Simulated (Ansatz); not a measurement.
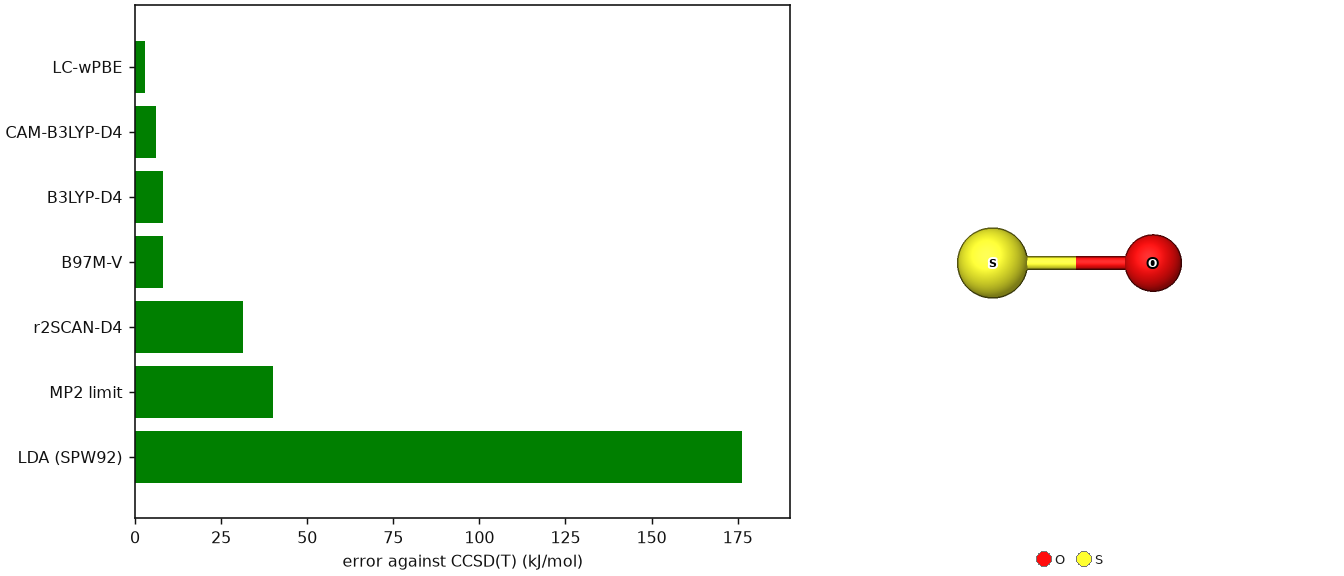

Error in the electronic atomisation energy (method less reference, so positive means overbinding) of SO, triplet: functionals in def2-TZVPP against frozen-core CCSD(T) at the limit (scheme: direct), which gives 521.3 kJ/mol, at a PBE0-D4/def2-TZVP geometry (a minimum by its frequencies), no zero-point or spin-orbit term, the Ansatz code 0.2.0. The reference leaves out core correlation, a term that grows with the number of heavy atoms. No dispersion term is added to LC-wPBE. Limit means the basis limit.

Question: Which of these levels overbind, and which underbind?

Answer: Overbind: r2SCAN-D4, MP2 limit and LDA (SPW92). Underbind: none clearly. Within 10 kJ/mol of zero, too close to call in view of what the reference leaves out: LC-wPBE, CAM-B3LYP-D4, B3LYP-D4 and B97M-V.

Question: Give the values.

Answer:
```
       level  kJ/mol
     LC-wPBE     3.0
CAM-B3LYP-D4     6.2
    B3LYP-D4     8.0
      B97M-V     8.1
   r2SCAN-D4    31.5
   MP2 limit    40.2
 LDA (SPW92)   176.2
```

Caveats, for all or some of the runs: other spin states weren't compared here.
